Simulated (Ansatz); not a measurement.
# Gate voltage at the highest density: Mo2COS MXene monolayer

A layer charged from two gates alike needs a voltage that grows with the carrier density; the slope is e over the total capacitance.

Set-up. Ansatz 0.2.0, plane waves with PAW datasets (its set soft_2), PBE-D3(BJ); isolated slab, charged sheets 4 Å from the outer atoms behind model barriers, atoms held, Fermi-Dirac smearing of 0.02585 eV. The voltage is that of the gates (their mean) against the layer's Fermi level, from the uncharged case, which has no gap over 0.05 eV.

```
  run  added electrons (10¹³ per cm²)  gate voltage (V)
run 1                           −1.00             −0.30
run 2                           −2.00             −0.60
run 3                           −4.00             −1.20
run 4                           −7.00             −2.11
run 5                          −11.00                 ?
```

Q: Estimate the withheld value from the rows shown.

A least-squares line through the 4 rows shown has slope 0.3017 and intercept 0.0035; no row lies more than 0.01 V off it. The capacitance is 1.602/0.3017 = 5.31 µF/cm², against 4.43 µF/cm² for plates 4 Å apart in vacuum on both sides; it is the larger, as where the added charge has its centre outside the outer atoms (not examined here). At −11.00 it gives 0.3017 × (−11.00) + 0.0035 = −3.32 V, beyond the rows fitted. Rounding and scatter of the rows alone allow about ±0.012 V there.

The run itself gives −3.33 V: a miss of −0.01 V, or 0.3 % of the value. The line holds within the rounding of the rows.

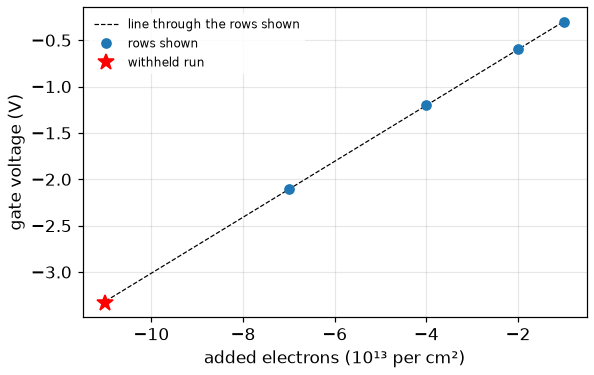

The fit and the withheld run.

**Limits.** The gates are model sheets, not atoms, and low densities sample few k-points.

[Logs are printed without paths, hosts, clocks, repeated set-up lines and the standing remarks that a program may print on its own settings, such as how far it seeks lower states.]
